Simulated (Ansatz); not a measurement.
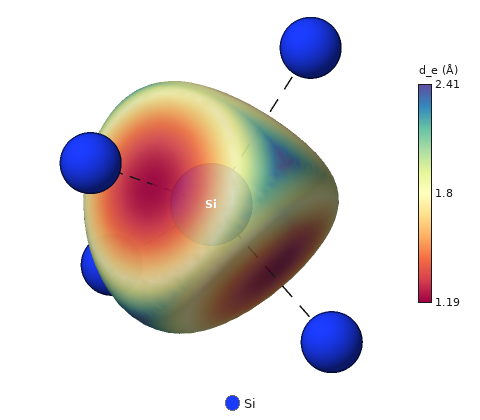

Hirshfeld surface computed for one Si atom in Si (Fd-3m), coloured by d_e. Dashed lines lead to the closest neighbours outside.

The surface is where the fragment's share of the procrystal density (the sum of the densities of spherically averaged neutral Hartree-Fock atoms) equals one half. d_i and d_e are the distances from the surface to the nearest nucleus inside and outside.

Origin of the cell: the input geometry of an electronic-structure calculation (not necessarily at equilibrium).

```cif
data_structure
_symmetry_space_group_name_H-M 'Fd-3m:1'
_symmetry_Int_Tables_number 227
_cell_length_a 5.4300
_cell_length_b 5.4300
_cell_length_c 5.4300
_cell_angle_alpha 90.000
_cell_angle_beta 90.000
_cell_angle_gamma 90.000
_cell_volume 160.10
loop_
_atom_site_label
_atom_site_type_symbol
_atom_site_symmetry_multiplicity
_atom_site_Wyckoff_symbol
_atom_site_fract_x
_atom_site_fract_y
_atom_site_fract_z
_atom_site_occupancy
Si1 Si 8 a 0.00000 0.00000 0.00000 1
```

Question: What is the shortest distance from the fragment to an atom outside it?

Answer: Si–Si, 2.35 Å.

Question: How is the surface shared among contacts (nearest atom inside ··· nearest atom outside)?

Answer: Si···Si 100 %. The surface faces 4 neighbours with more than 2 % of its area each: 4 Si.

Question: Give the size and shape of the surface.

Answer: It encloses about 13.2 Å³, has an area of about 28 Å² and a globularity of 0.95 (1 for a sphere).
